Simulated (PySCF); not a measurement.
# Single-point calculation, with input and output: InP

- system: InP, multiplicity 3
- method: UHF/def2-svpd (PySCF 2.14.0)

Some settings of this run were made unusual or wrong on purpose.

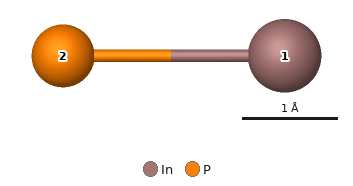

Fig. 1: The input geometry (ball-and-stick view, seen on its broad side; atoms are numbered from 1 in the order of the input). Sticks mark near contacts.

## What the run reported

| quantity | value |
| --- | --- |
| outcome | converged |
| SCF energy | −528.047110 hartree |
| dipole moment | 4.12 D |
| hardware | 1 CPU thread, shared host |
| wall time | 2 s |

## What went wrong

Some settings of this run were drawn to be unusual or wrong. It converged; results that depend on the unusual settings are not reference values.

## Input
```python
from pyscf import gto, scf

mol = gto.M(
    atom='In 0 0 0; P 0 0 2.332',
    basis='def2-svpd',
    ecp={'In': 'def2-svpd'},
    charge=0,
    spin=2,
    verbose=4,
)
mf = scf.UHF(mol)
mf = scf.addons.smearing_(mf, sigma=0.2, method='fermi')
mf.kernel()
mf.dip_moment()
print('orbital energies (hartree):', [e[max(0, n-3):n+3].round(4) for e, n in zip(mf.mo_energy, mol.nelec)])
```

Launched with:
```bash
OMP_NUM_THREADS=1 python input.py
```

## Log
```
PySCF version 2.14.0

[INPUT] verbose = 4
[INPUT] num. atoms = 2
[INPUT] num. electrons = 36
[INPUT] charge = 0
[INPUT] spin (= nelec alpha-beta = 2S) = 2
[INPUT] symmetry False subgroup None
[INPUT] Mole.unit = angstrom
[INPUT] Symbol           X                Y                Z      unit          X                Y                Z       unit  Magmom
[INPUT]  1 In     0.000000000000   0.000000000000   0.000000000000 AA    0.000000000000   0.000000000000   0.000000000000 Bohr   0.0
[INPUT]  2 P      0.000000000000   0.000000000000   2.332000000000 AA    0.000000000000   0.000000000000   4.406841322486 Bohr   0.0

nuclear repulsion = 71.479769056518
number of shells = 22
number of NR pGTOs = 109
number of NR cGTOs = 56
basis = def2-svpd
ecp = {'In': 'def2-svpd'}

******** <class 'pyscf.scf.smearing.SmearingUHF'> ********
method = SmearingUHF
initial guess = minao
damping factor = 0
level_shift factor = 0
DIIS = <class 'pyscf.scf.diis.CDIIS'>
diis_start_cycle = 1
diis_space = 8
diis_damp = 0
SCF conv_tol = 1e-09
SCF conv_tol_grad = None
SCF max_cycles = 50
direct_scf = True
direct_scf_tol = 1e-13
number electrons alpha = 19  beta = 17
Set gradient conv threshold to 3.16228e-05
init E= -508.158663084711
    sigma = 0.2  Optimized mu = -0.662525604401  entropy = 14.6674874011
    Total E(T) = -527.760542567214  Free energy = -530.694040047428  E0 = -529.227291307321
cycle= 1 E= -527.760542567214  delta_E= -19.6  |g|= 1.83  |ddm|=   10
    sigma = 0.2  Optimized mu = -0.345293605831  entropy = 21.6478227534
    Total E(T) = -524.519234025416  Free energy = -528.848798576088  E0 = -526.684016300752
cycle= 2 E= -524.519234025416  delta_E= 3.24  |g|= 3.17  |ddm|=  9.9
    sigma = 0.2  Optimized mu = -0.406971235241  entropy = 16.8633759662
    Total E(T) = -528.020523693383  Free energy = -531.393198886622  E0 = -529.706861290003
cycle= 3 E= -528.020523693383  delta_E= -3.5  |g|= 0.508  |ddm|= 6.21
    sigma = 0.2  Optimized mu = -0.420001412653  entropy = 16.8318354316
    Total E(T) = -528.083676553987  Free energy = -531.450043640313  E0 = -529.76686009715
cycle= 4 E= -528.083676553987  delta_E= -0.0632  |g|= 0.138  |ddm|= 0.461
    sigma = 0.2  Optimized mu = -0.405236379513  entropy = 17.0610779684
    Total E(T) = -528.039324967788  Free energy = -531.45154056146  E0 = -529.745432764624
cycle= 5 E= -528.039324967788  delta_E= 0.0444  |g|= 0.131  |ddm|= 0.497
    sigma = 0.2  Optimized mu = -0.408011201452  entropy = 17.0436525961
    Total E(T) = -528.046665950908  Free energy = -531.455396470128  E0 = -529.751031210518
cycle= 6 E= -528.046665950908  delta_E= -0.00734  |g|= 0.0026  |ddm|= 0.137
    sigma = 0.2  Optimized mu = -0.408434445662  entropy = 17.0401022959
    Total E(T) = -528.047377844512  Free energy = -531.455398303696  E0 = -529.751388074104
cycle= 7 E= -528.047377844512  delta_E= -0.000712  |g|= 0.00117  |ddm|= 0.0176
    sigma = 0.2  Optimized mu = -0.408363061319  entropy = 17.0412650126
    Total E(T) = -528.047145632699  Free energy = -531.45539863521  E0 = -529.751272133955
cycle= 8 E= -528.047145632699  delta_E= 0.000232  |g|= 0.000362  |ddm|= 0.00467
    sigma = 0.2  Optimized mu = -0.408336028185  entropy = 17.0415450616
    Total E(T) = -528.047089653274  Free energy = -531.455398665591  E0 = -529.751244159433
cycle= 9 E= -528.047089653274  delta_E= 5.6e-05  |g|= 4.83e-05  |ddm|= 0.000658
    sigma = 0.2  Optimized mu = -0.408341661597  entropy = 17.041435377
    Total E(T) = -528.047111591118  Free energy = -531.455398666508  E0 = -529.751255128813
cycle= 10 E= -528.047111591118  delta_E= -2.19e-05  |g|= 1.73e-05  |ddm|= 0.000204
    sigma = 0.2  Optimized mu = -0.408340950242  entropy = 17.0414443784
    Total E(T) = -528.047109790905  Free energy = -531.455398666592  E0 = -529.751254228748
cycle= 11 E= -528.047109790905  delta_E= 1.8e-06  |g|= 1.72e-06  |ddm|= 4.26e-05
    sigma = 0.2  Optimized mu = -0.408340811683  entropy = 17.0414455649
    Total E(T) = -528.047109553612  Free energy = -531.455398666592  E0 = -529.751254110102
cycle= 12 E= -528.047109553612  delta_E= 2.37e-07  |g|= 4.59e-07  |ddm|= 4.54e-06
    sigma = 0.2  Optimized mu = -0.408340870633  entropy = 17.0414446805
    Total E(T) = -528.047109730493  Free energy = -531.455398666592  E0 = -529.751254198543
cycle= 13 E= -528.047109730493  delta_E= -1.77e-07  |g|= 9.86e-08  |ddm|= 1.82e-06
    sigma = 0.2  Optimized mu = -0.40834087485  entropy = 17.0414446096
    Total E(T) = -528.04710974467  Free energy = -531.455398666592  E0 = -529.751254205631
cycle= 14 E= -528.04710974467  delta_E= -1.42e-08  |g|= 6.89e-08  |ddm|= 1.63e-07
    sigma = 0.2  Optimized mu = -0.408340879682  entropy = 17.0414445334
    Total E(T) = -528.047109759916  Free energy = -531.455398666592  E0 = -529.751254213254
cycle= 15 E= -528.047109759916  delta_E= -1.52e-08  |g|= 4.4e-08  |ddm|= 1.9e-07
    sigma = 0.2  Optimized mu = -0.408340883514  entropy = 17.0414444755
    Total E(T) = -528.047109771495  Free energy = -531.455398666593  E0 = -529.751254219044
cycle= 16 E= -528.047109771495  delta_E= -1.16e-08  |g|= 5.02e-08  |ddm|= 1.65e-07
    sigma = 0.2  Optimized mu = -0.408340878065  entropy = 17.041444547
    Total E(T) = -528.047109757188  Free energy = -531.455398666592  E0 = -529.75125421189
cycle= 17 E= -528.047109757188  delta_E= 1.43e-08  |g|= 7.73e-09  |ddm|= 2.04e-07
    sigma = 0.2  Optimized mu = -0.408340877975  entropy = 17.0414445467
    Total E(T) = -528.04710975725  Free energy = -531.455398666591  E0 = -529.751254211921
cycle= 18 E= -528.04710975725  delta_E= -6.21e-11  |g|= 4.51e-09  |ddm|= 6.38e-09
    sigma = 0.2  Optimized mu = -0.408340878006  entropy = 17.0414445431
    Total E(T) = -528.047109757968  Free energy = -531.455398666592  E0 = -529.75125421228
```

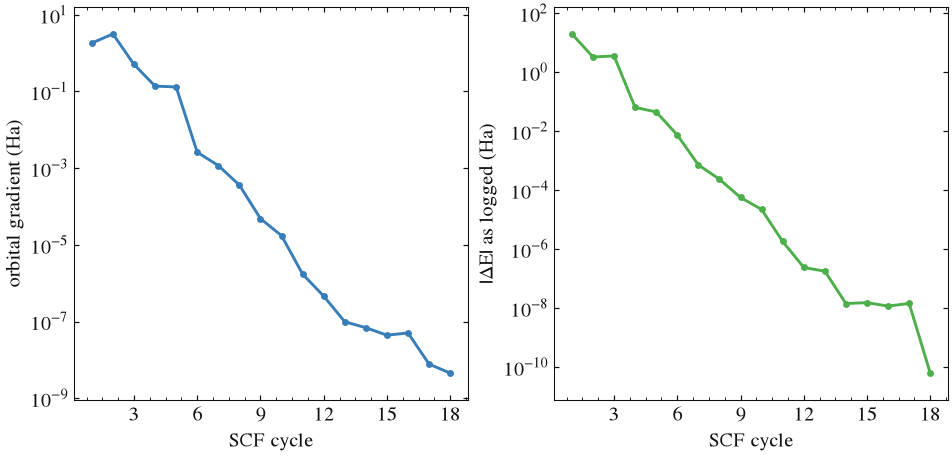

Fig. 2: Convergence of the self-consistent field: orbital gradient and size of the energy change against the SCF cycle. The residual falls almost steadily, with no more than small rises.

```
Extra cycle  E= -528.047109757968  delta_E= -7.18e-10  |g|= 1.68e-09  |ddm|= 1.1e-08
converged SCF energy = -528.047109757968  <S^2> = 2.4868996e-13  2S+1 = 1
Dipole moment(X, Y, Z, Debye): -0.00000,  0.00000,  4.12036
orbital energies (hartree): [array([-0.3207, -0.3207, -0.2519, -0.0754, -0.0754,  0.0114]), array([-0.9033, -0.4897, -0.3207, -0.3207, -0.2519, -0.0754])]
```
